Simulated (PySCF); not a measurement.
# C2H9InS (SMILES C[S+](C)[InH3-]) at 6 levels

Wanted: a comparison of 6 runs (HF/STO-3G, HF/3-21G, PBE/3-21G, B3LYP/def2-SVP, M06-2X/def2-SVP, PBE/def2-SVP) of C2H9InS. The job is set up through a Python script.

Program for the calculation: PySCF 2.14.0.

3 further runs of the same task are left out: 3 set aside as unsound or not needed.

## 1. The system as given

C2H9InS has 13 atoms, charge 0, and is taken as a singlet. As SMILES, `C[S+](C)[InH3-]`. Geometry: relaxed at PBE0-D4/def2-TZVP.

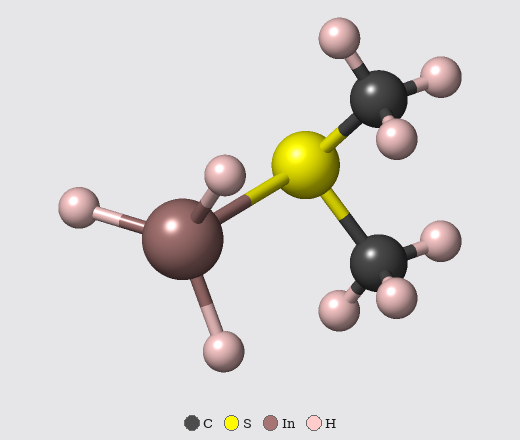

The structure, seen from a chosen angle (carbon dark grey, sulfur yellow, indium brown, hydrogen pink).

## 2. Energy and gradient at HF/STO-3G (run 1)

Input file run.py:

```python
import pyscf.grad
from pyscf import gto

mol = gto.M(
    atom='''
C     -0.467100     1.562700    -0.561900
S     -0.688600     0.286200     0.681700
C      0.946300     0.263600     1.424400
In    -0.583700    -1.974100    -0.872700
H     -1.399700     1.627500    -1.121400
H     -0.265500     2.519400    -0.079100
H      0.337400     1.297100    -1.247800
H      0.944700    -0.527000     2.174000
H      1.147600     1.220900     1.906300
H      1.706200     0.038200     0.676300
H     -0.588500    -1.090800    -2.369400
H     -2.022900    -2.777000    -0.353900
H      0.954200    -2.481700    -0.241700
''',
    max_memory=1860,
    basis='sto-3g',
    spin=0,
    verbose=4,
)

hf = mol.RHF()
hf.conv_tol = 1e-10
hf.kernel()
if not hf.converged:
    hf = hf.newton().run(hf.mo_coeff, hf.mo_occ)

e_tot = hf.e_tot
print('E = %.10f Eh' % e_tot)
grad = hf.Gradients().kernel()
hf.analyze()
```

Run with:

```bash
$ OMP_NUM_THREADS=1 python run.py
```

What it wrote:

```text
PySCF version 2.14.0

[... 84 lines left out ...]
DFT Exchange-Correlation Energy =     -193.549422145971221
[... 12 lines left out ...]
MO #11  energy= -16.5110655220158  occ= 2
[... 10 lines left out ...]
MO #22  energy= -4.1682039220113   occ= 2
[... 10 lines left out ...]
MO #33  energy= -0.495951905421724 occ= 2
[... 10 lines left out ...]
MO #44  energy= 0.327846979280897  occ= 0
[... 10 lines left out ...]
MO #55  energy= 0.712216395769891  occ= 0
[... 71 lines left out ...]
Dipole moment(X, Y, Z, Debye):  1.01348,  3.79539,  1.76390
```

It took 7.8 s on 1 thread of Intel Xeon at 2.70GHz, shared host; peak memory 0.13 GiB.

## 3. Energy and forces at HF/3-21G (run 2)

Input file run.py:

```python
from pyscf import gto, scf

mol = gto.Mole()
mol.atom = '''
C     -0.882691     2.953075    -1.061837
S     -1.301265     0.540840     1.288226
C      1.788248     0.498132     2.691726
In    -1.103033    -3.730508    -1.649164
H     -2.645050     3.075529    -2.119139
H     -0.501722     4.760976    -0.149477
H      0.637594     2.451164    -2.358000
H      1.785224    -0.995886     4.108265
H      2.168650     2.307167     3.602385
H      3.224251     0.072188     1.278022
H     -1.112104    -2.061313    -4.477517
H     -3.822727    -5.247769    -0.668774
H      1.803177    -4.689733    -0.456747
'''
mol.unit = 'bohr'
mol.basis = '3-21g'
mol.spin = 0
mol.max_memory = 1860
mol.charge = 0
mol.verbose = 3
mol.build()

mf = scf.RHF(mol)
mf.conv_tol = 1e-10
mf.kernel()
if not mf.converged:
    mf = mf.newton().run(mf.mo_coeff, mf.mo_occ)

energy = mf.e_tot
print('Final energy', energy)
grad = mf.nuc_grad_method().kernel()
mf.analyze()
```

Run with:

```bash
$ OMP_NUM_THREADS=1 python run.py
```

What it wrote:

```text
converged SCF energy = -6190.77804973542
[... 19 lines left out ...]
MO #10  energy= -25.0558998596056  occ= 2
[... 13 lines left out ...]
MO #24  energy= -3.43061167837961  occ= 2
[... 13 lines left out ...]
MO #38  energy= -0.531461955362463 occ= 2
[... 13 lines left out ...]
MO #52  energy= 0.299646128079064  occ= 0
[... 13 lines left out ...]
MO #66  energy= 0.991862500268082  occ= 0
[... 13 lines left out ...]
MO #80  energy= 2.01465819677436   occ= 0
[... 14 lines left out ...]
Dipole moment(X, Y, Z, Debye):  1.67493,  3.75621,  1.26702
```

Wall time 7.2 s (1 thread of Intel Xeon at 2.70GHz, shared host); peak memory 0.16 GiB.

## 4. Energy and gradient at PBE/3-21G (run 3)

Input file run.py:

```python
import pyscf.grad
from pyscf import gto, dft

molecule = gto.M(
    atom='''
C     -0.882691     2.953075    -1.061837
S     -1.301265     0.540840     1.288226
C      1.788248     0.498132     2.691726
In    -1.103033    -3.730508    -1.649164
H     -2.645050     3.075529    -2.119139
H     -0.501722     4.760976    -0.149477
H      0.637594     2.451164    -2.358000
H      1.785224    -0.995886     4.108265
H      2.168650     2.307167     3.602385
H      3.224251     0.072188     1.278022
H     -1.112104    -2.061313    -4.477517
H     -3.822727    -5.247769    -0.668774
H      1.803177    -4.689733    -0.456747
''',
    unit='bohr',
    max_memory=1860,
    verbose=4,
    basis='3-21g',
)

mf = dft.RKS(molecule, xc='pbe')
mf.conv_tol = 1e-10
mf.grids.level = 5
mf.kernel()
if not mf.converged:
    mf = mf.newton().run(mf.mo_coeff, mf.mo_occ)

etot = mf.e_tot
print('Final energy', etot)
grad = mf.Gradients().kernel()
mf.analyze()
```

Run with:

```bash
$ OMP_NUM_THREADS=1 python run.py
```

What it wrote:

```text
PySCF version 2.14.0

[... 111 lines left out ...]
MO #5   energy= -133.523819056165  occ= 2
[... 14 lines left out ...]
MO #20  energy= -5.6894467149775   occ= 2
[... 14 lines left out ...]
MO #35  energy= -0.42883380859796  occ= 2
[... 14 lines left out ...]
MO #50  energy= 0.0764060017624815 occ= 0
[... 14 lines left out ...]
MO #65  energy= 0.661261930280872  occ= 0
[... 14 lines left out ...]
MO #80  energy= 1.69226303767863   occ= 0
[... 96 lines left out ...]
Dipole moment(X, Y, Z, Debye):  1.59784,  3.89368,  1.41157
```

Wall time 37 s (1 thread of Intel Xeon at 2.70GHz, shared host); peak memory 0.79 GiB.

Runs 4 to 5 aren't shown in full; the table further down has their settings and results.

## 5. Energy and forces at PBE/def2-SVP (core potential) (run 6)

Input file calc.py:

```python
from pyscf import gto, dft

mol = gto.Mole()
mol.atom = '''
C     -0.467100     1.562700    -0.561900
S     -0.688600     0.286200     0.681700
C      0.946300     0.263600     1.424400
In    -0.583700    -1.974100    -0.872700
H     -1.399700     1.627500    -1.121400
H     -0.265500     2.519400    -0.079100
H      0.337400     1.297100    -1.247800
H      0.944700    -0.527000     2.174000
H      1.147600     1.220900     1.906300
H      1.706200     0.038200     0.676300
H     -0.588500    -1.090800    -2.369400
H     -2.022900    -2.777000    -0.353900
H      0.954200    -2.481700    -0.241700
'''
mol.max_memory = 1860
mol.basis = 'def2-svp'
mol.verbose = 3
mol.ecp = {'In': 'def2-svp'}
mol.build()

mf = dft.RKS(mol)
mf.xc = 'pbe'
mf.grids.level = 5
mf.conv_tol = 1e-10
mf.kernel()
if not mf.converged:
    mf = mf.newton().run(mf.mo_coeff, mf.mo_occ)

energy = mf.e_tot
print('E(%s) = %.9f' % ('PBE', energy))
grad = mf.nuc_grad_method().kernel()
mf.analyze()
```

Run with:

```bash
$ OMP_NUM_THREADS=1 python calc.py
```

What it wrote:

```text
converged SCF energy = -669.42540224939
[... 26 lines left out ...]
MO #17  energy= -0.650094366485597 occ= 2
[... 19 lines left out ...]
MO #37  energy= 0.0696467039215599 occ= 0
[... 19 lines left out ...]
MO #57  energy= 0.535482900320379  occ= 0
[... 19 lines left out ...]
MO #77  energy= 1.12825299029915   occ= 0
[... 19 lines left out ...]
MO #97  energy= 1.86491437081784   occ= 0
[... 19 lines left out ...]
MO #117 energy= 61.0324238541862   occ= 0
[... 14 lines left out ...]
Dipole moment(X, Y, Z, Debye):  1.38122,  3.83747,  1.52885
```

Wall time 84 s (1 thread of Intel Xeon at 2.70GHz, shared host); peak memory 1.2 GiB.

## 6. Overview of the runs

```
run                             level  integration grid  core potential   energy (Eh)  dipole moment (D)  HOMO energy (eV)  LUMO energy (eV)  wall time
  1                         HF/STO-3G                 –               –  -6156.101387               4.31             -7.62              8.92      7.8 s
  2                          HF/3-21G                 –               –  -6190.778050               4.30            -10.22              2.60      7.2 s
  3                         PBE/3-21G                 5               –  -6193.725691               4.44             -6.14             -0.69       37 s
  4   B3LYP/def2-SVP (core potential)                 5        def2-svp   -669.817657               4.32             -7.13             -0.24       74 s
  5  M06-2X/def2-SVP (core potential)                 5        def2-svp   -669.584225               4.33             -8.42              0.55    1.7 min
  6     PBE/def2-SVP (core potential)                 5        def2-svp   -669.425402               4.36             -6.15             -0.76       84 s
```

## 7. Summary of results

```
                       quantity          value
            run 6: total energy  -669.42540 Eh
           run 6: dipole moment         4.36 D
             run 6: HOMO energy       -6.15 eV
             run 6: LUMO energy       -0.76 eV
           run 6: HOMO–LUMO gap        5.39 eV
run 6: largest force on an atom     0.630 eV/Å
```

**Reading.** The dipole moment (its size) runs from 4.30 D (HF/3-21G) to 4.44 D (PBE/3-21G). The HOMO–LUMO gap runs from 5.39 eV (PBE/def2-SVP) to 16.54 eV (HF/STO-3G). The two ends differ in method and basis and core potential. Totals of different functionals can't be ranked against each other. Some runs of one species differ in core potentials or relativity; totals across that change don't compare. In run 1 the basis is minimal, so the values are rough. In runs 1, 2, 3 relativity is left out where basis or elements ask for it. All runs together took 5.2 min, the longest 1.7 min.
